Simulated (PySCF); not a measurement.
```xyz
7

O     1.1108   -0.8206   -0.4107
P     0.0914    0.0128    0.5535
O     0.0806    1.4096   -0.2904
O    -1.3070   -0.6027   -0.0199
H     2.0354   -0.6243   -0.2721
H    -0.4755    2.0919    0.0809
H    -1.5324   -1.4620    0.3315
```

Geometry: GFN2-xTB.

The calculation used PBE0/pcSseg-1, SCF density, gas phase, non-relativistic (PySCF 2.14.0).

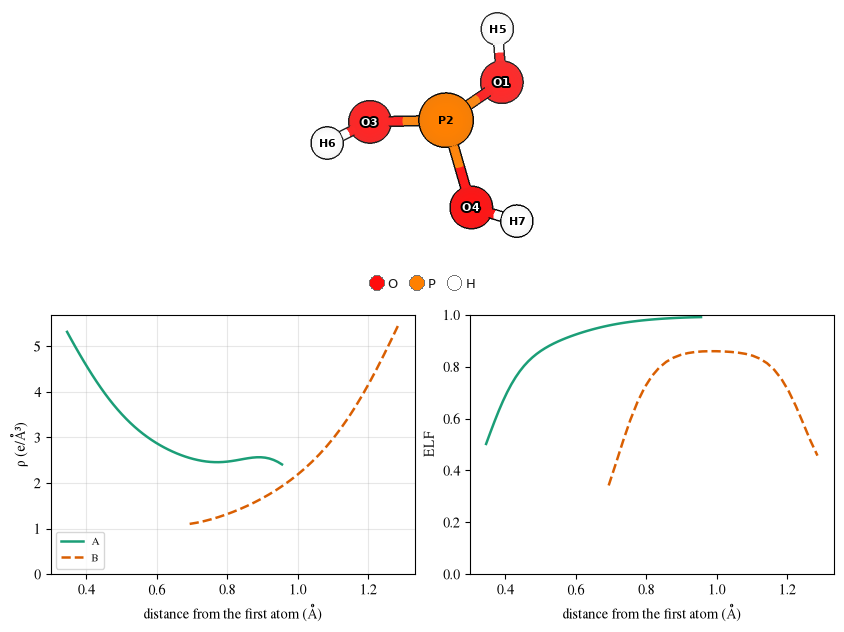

H$_{3}$O$_{3}$P (phosphorous acid). Electron density and ELF along straight lines between neighbouring atoms. The curves leave out the atomic cores. The structure is drawn too.

### Which curve belongs to which contact (O–H and P–O)? The first atom named is at distance zero.

Curve A: O–H (0.96 Å): ρ is about 3.7 e/Å³ halfway; the ELF climbs to about 1 towards the hydrogen, as it does in any bond to H (a covalent bond by its length). Curve B: P–O (1.63 Å): the density is about 1.4 e/Å³ at the midpoint; the ELF peaks at about 0.85 between the atoms, as expected for a polar covalent bond.
